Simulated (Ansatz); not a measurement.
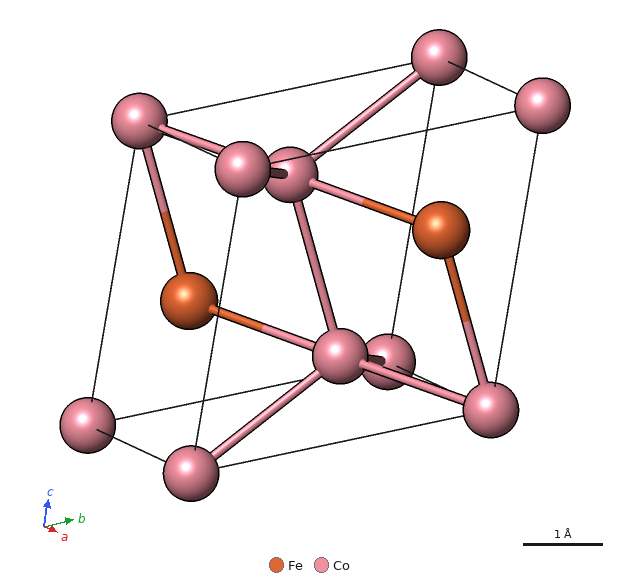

The structure above is drawn in ball-and-stick style and viewed slightly off an axis. The parallelepiped is the cell (the run's own, in a reduced setting).

```yaml
crystal:
  lattice:
    - [-2.00669, 3.47569, 0.00000]
    - [-4.01338, 0.00000, 0.00000]
    - [-2.00669, 1.15856, 4.07546]
  atoms:
    - { symbol: Fe, position: [0.20039, 0.20039, 0.39884] }
    - { symbol: Fe, position: [0.79961, 0.79961, 0.60116] }
    - { symbol: Co, position: [0.39898, 0.39898, 0.80307] }
    - { symbol: Co, position: [0.00000, 0.00000, 0.00000] }
    - { symbol: Co, position: [0.60102, 0.60102, 0.19693] }
```

Results below were computed with Ansatz 0.2.0, DFT PBE, scalar-relativistic, plane waves, PAW; the settings were a kinetic-energy cutoff of 420 eV, k-points about 0.16 Å⁻¹ apart, Gaussian smearing of 0.1 eV, collinear spins. The state is ferromagnetic.

**What does a Bader analysis give?**

Fe +0.13 e; Co -0.09 e. Little charge moves, as in a metallic or covalent solid.

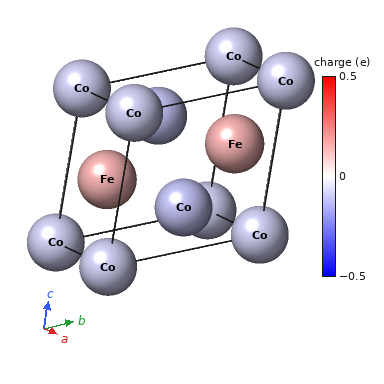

The atoms coloured by those charges.

The initial geometry was a structure type filled with these elements by a generator (whether the compound takes this form wasn't checked). Earlier steps of the study may have refined or changed the cell and positions. It went into a calculation with Ansatz.
